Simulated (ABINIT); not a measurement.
# SiC (F-43m): G0W0 in ABINIT against the screening cutoff in the self-energy, part 2 of 2

Wanted: the cheapest screening cutoff in the self-energy that holds the gap of SiC (F-43m).

ABINIT 10.8.3; PBE and many-body steps on it, plane waves. Known limits of the many-body steps: not at the basis limit.

So far. Step 2 (Screening, 6×6×6 mesh, 379 bands, screening to 435.4 eV): Local fields lower ε∞ by 9 %. Step 5 (5.6 Ha): The gap on the mesh goes from 1.36 eV to 2.06 eV, a correction of +0.70 eV.

## 6. 8 Ha

Level of this step: G0W0 on PBE, plane waves, norm-conserving pseudopotentials (ABINIT).

Input file run.abi:

```
acell 3*1.0 Angstrom
rprim 
  -0.000000000000 2.179000000000 2.179000000000
  2.179000000000 0.000000000000 2.179000000000
  2.179000000000 2.179000000000 -0.000000000000
ntypat 2
znucl 14 6
natom 2
typat 1 2
xred 
  0.000000000000 0.000000000000 0.000000000000
  0.250000000000 0.250000000000 0.250000000000
pp_dirpath "pseudos"
pseudos "Si.upf, C.upf"
ecut 37
ngkpt 6 6 6
nshiftk 1
shiftk 0 0 0
kptopt 1
chksymbreak 0
istwfk *1
occopt 1
irdwfk 1
optdriver 4
nband 379
gwcalctyp 0
ecutsigx 37
symsigma 1
nkptgw 2
kptgw 
  0.0000000000 0.0000000000 0.0000000000
  0.5000000000 0.5000000000 0.0000000000
bdgw 
  2 8
  3 6
ecuteps 8
irdscr 1
ppmodel 1
indata_prefix "in"
outdata_prefix "out"
tmpdata_prefix "tmp"
```

Launch:

```
$ OMP_NUM_THREADS=1 mpirun -n 4 abinit run.abi > log
```

Output:

```text
.Version 10.8.3 of ABINIT. v10.8.2 released Aug 2026.

 Symmetries : space group F-4 3 m (#216); Bravais cF (face-center cubic)
[... echo of the input left out ...]
== DATASET  1 ==================================================================
-   mpi_nproc: 4, omp_nthreads: 1 (-1 if OMP is not activated)

--- !DatasetInfo
iteration_state: {dtset: 1, }
dimensions: {natom: 2, nkpt: 16, mband: 379, nsppol: 1, nspinor: 1, nspden: 1, mpw: 1524, }
cutoff_energies: {ecut:  37.0, pawecutdg:  -1.0, }
[...]
Band     E0 <VxcDFT>   SigX SigC(E0)      Z dSigC/dE  Sig(E)    E-E0       E
[...]
5   8.196 -10.505  -6.372  -4.023   0.820  -0.220 -10.415   0.091   8.287
        6  11.168 -10.770  -5.961  -4.499   0.822  -0.217 -10.515   0.254  11.423

== END DATASET(S) ==============================================================
================================================================================

 -outvars: echo values of variables after computation  --------
           etotal      0.0000000000E+00
            nband         379
             nkpt          16
          spgroup         216
 [... the other variables as echoed above ...]

 Calculation completed.
```

Wall time 38 s (4 MPI ranks of Intel Xeon 6975P-C (Granite Rapids), shared host); peak memory 1.8 GiB; 2.5 min of CPU time.

Numbers from this step:

```
G0W0 gap on the points computed              : 2.141 eV
starting gap on the mesh                     : 1.361 eV
k of the valence top                         : 0, 0, 0
k of the conduction bottom                   : 0.5, 0.5, 0
least direct G0W0 gap on the computed points : 5.614 eV
```

Against the run before, the gap moves by +0.078 eV.

## 7. 12 Ha

Changes to run.abi since step 6:

```diff
@@ -35,3 +35,3 @@
   3 6
-ecuteps 8
+ecuteps 12
 irdscr 1
```

Output:

```text
.Version 10.8.3 of ABINIT. v10.8.2 released Aug 2026.

 Symmetries : space group F-4 3 m (#216); Bravais cF (face-center cubic)
[... echo of the input left out ...]
== DATASET  1 ==================================================================
-   mpi_nproc: 4, omp_nthreads: 1 (-1 if OMP is not activated)

--- !DatasetInfo
iteration_state: {dtset: 1, }
dimensions: {natom: 2, nkpt: 16, mband: 379, nsppol: 1, nspinor: 1, nspden: 1, mpw: 1524, }
cutoff_energies: {ecut:  37.0, pawecutdg:  -1.0, }
[...]
Band     E0 <VxcDFT>   SigX SigC(E0)      Z dSigC/dE  Sig(E)    E-E0       E
[...]
5   8.196 -10.505  -6.372  -4.038   0.820  -0.220 -10.427   0.078   8.275
        6  11.168 -10.770  -5.961  -4.513   0.822  -0.217 -10.527   0.243  11.411

== END DATASET(S) ==============================================================
================================================================================

 -outvars: echo values of variables after computation  --------
           etotal      0.0000000000E+00
            nband         379
             nkpt          16
          spgroup         216
 [... the other variables as echoed above ...]

 Calculation completed.
```

The job ended after 89 s (4 MPI ranks; peak memory 2.2 GiB; 5.9 min of CPU time).

This step gave:

- G0W0 gap on the points computed: 2.164 eV
- starting gap on the mesh: 1.361 eV
- k of the valence top: 0, 0, 0
- k of the conduction bottom: 0.5, 0.5, 0
- least direct G0W0 gap on the computed points: 5.628 eV

Against the run before, the gap moves by +0.023 eV.

## 8. 16 Ha

Changes to run.abi since step 7:

```diff
@@ -35,3 +35,3 @@
   3 6
-ecuteps 12
+ecuteps 16
 irdscr 1
```

Output:

```text
.Version 10.8.3 of ABINIT. v10.8.2 released Aug 2026.

 Symmetries : space group F-4 3 m (#216); Bravais cF (face-center cubic)
[... echo of the input left out ...]
== DATASET  1 ==================================================================
-   mpi_nproc: 4, omp_nthreads: 1 (-1 if OMP is not activated)

--- !DatasetInfo
iteration_state: {dtset: 1, }
dimensions: {natom: 2, nkpt: 16, mband: 379, nsppol: 1, nspinor: 1, nspden: 1, mpw: 1524, }
cutoff_energies: {ecut:  37.0, pawecutdg:  -1.0, }
[...]
Band     E0 <VxcDFT>   SigX SigC(E0)      Z dSigC/dE  Sig(E)    E-E0       E
[...]
5   8.196 -10.505  -6.372  -4.042   0.820  -0.220 -10.430   0.075   8.271
        6  11.168 -10.770  -5.961  -4.516   0.822  -0.217 -10.529   0.240  11.409

== END DATASET(S) ==============================================================
================================================================================

 -outvars: echo values of variables after computation  --------
           etotal      0.0000000000E+00
            nband         379
             nkpt          16
          spgroup         216
 [... the other variables as echoed above ...]

 Calculation completed.
```

It took 3 min on 4 MPI ranks; peak memory 2.6 GiB.

This step gave:

| Quantity | Value |
| --- | --- |
| G0W0 gap on the points computed | 2.172 eV |
| starting gap on the mesh | 1.361 eV |
| k of the valence top | 0, 0, 0 |
| k of the conduction bottom | 0.5, 0.5, 0 |
| least direct G0W0 gap on the computed points | 5.632 eV |

Against the run before, the gap moves by +0.008 eV.

## 9. Side by side

Times are wall times on 4 MPI ranks of Intel Xeon 6975P-C (Granite Rapids), shared host, good to a factor of about two. A run's time includes the screening step that it read.

```tsv
run	mesh	bands	screening cutoff (eV)	DFT gap (eV)	gap on the mesh (eV)	direct (eV)	ε∞ used	time
1.6 Ha	6×6×6	379	43.5	1.361	1.765	5.364	7.08	5.6 min
3.2 Ha	6×6×6	379	87.1	1.361	1.820	5.404	7.08	5.6 min
5.6 Ha	6×6×6	379	152.4	1.361	2.063	5.565	7.08	5.8 min
8 Ha	6×6×6	379	217.7	1.361	2.141	5.614	7.08	6.1 min
12 Ha	6×6×6	379	326.5	1.361	2.164	5.628	7.08	7 min
16 Ha	6×6×6	379	435.4	1.361	2.172	5.632	7.08	8.5 min
```

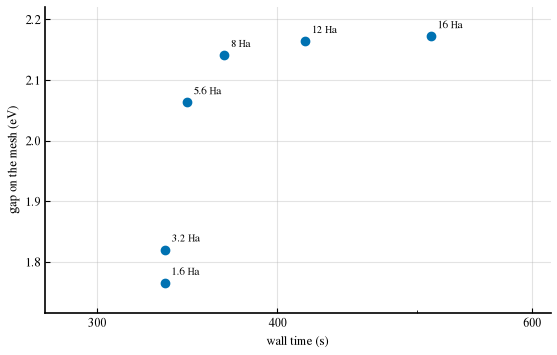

Result against wall time.

## 10. Results

* 1.6 Ha: 1.765 eV
* 3.2 Ha: 1.820 eV
* 5.6 Ha: 2.063 eV
* 8 Ha: 2.141 eV
* 12 Ha: 2.164 eV
* 16 Ha: 2.172 eV
* known limits: not at the basis limit

In words: The setting moved: screening cutoff in the self-energy. From 1.6 Ha to 16 Ha the gap moves by +0.41 eV. It holds to 0.03 eV from 12 Ha on. Bands and screening cutoff are coupled, so a series along one setting does not show full convergence. Bands and cutoff are finite, so the gap is not at the basis limit. The miss can reach some tenths of an eV and take either sign; the mesh is an error of its own. In the G0W0 runs levels were corrected at 2 k points alone, so a gap called «on the mesh» is the least over those, and an edge elsewhere would be missed.

[Paths, hosts, dates, memory and timing lines, banners, echoed tables and standing remarks are left out of the program output.]

[Logs are printed without paths, hosts, clocks, repeated set-up lines and the standing remarks that a program may print on its own settings, such as how far it seeks lower states.]

[Runs of the session that timed out or met a known fault of the program may be left out.]

[Hosts, paths, dates, database ids (printed as entryN), source tags and the programs' standing remarks are cut or masked in the printed files.]

[G0W0 gaps are taken among the corrected bands and points alone; a level outside them can change the order at an edge.]

[Where Ansatz stands beside ABINIT at settings called matched, ABINIT's density can come from a denser mesh and the files from another edition; pairs whose starting gaps differed by over 0.03 eV were left out, so agreement reads better than it is.]
